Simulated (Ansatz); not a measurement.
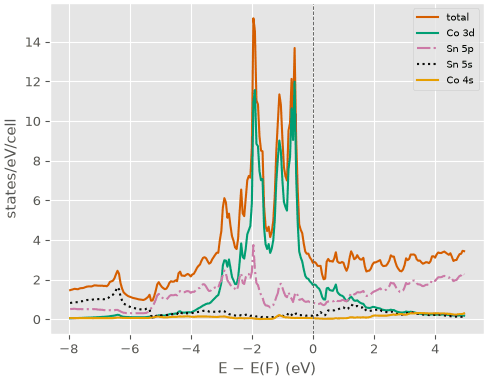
*Total and projected density of states of CoSn2 in space group I4/mcm (No. 140; Co on 4a, Sn on 8h), PBEsol in the plane-wave PAW code Ansatz*

Which orbitals carry the states next to the Fermi level?

Within 0.5 eV of the Fermi level: Co 3d 62 %, Sn 5p 26 %, Sn 5s 7 %. Projections are on Löwdin-orthogonalised atomic valence shells; empty p or d shells of many metals are not among them.

Where is the tallest occupied peak in this window, and what makes it?

Near -1.9 eV, about 15 states/eV per cell; the largest projected share is Co 3d.

The workflow started from a Materials Project entry (that database holds measured and hypothetical structures alike); the Crystallography Open Database files this formula in space group No. 140, but the cells were not matched. Whether it is the stable phase at ambient conditions was not checked. The cell was relaxed with PBEsol under the symmetry of its start; of distortions, only those at the zone centre were tested. The run is not spin-polarised. Scalar-relativistic: spin–orbit coupling is off unless named, which matters more the heavier the elements.

Potentials: the later of the program's two PAW sets.
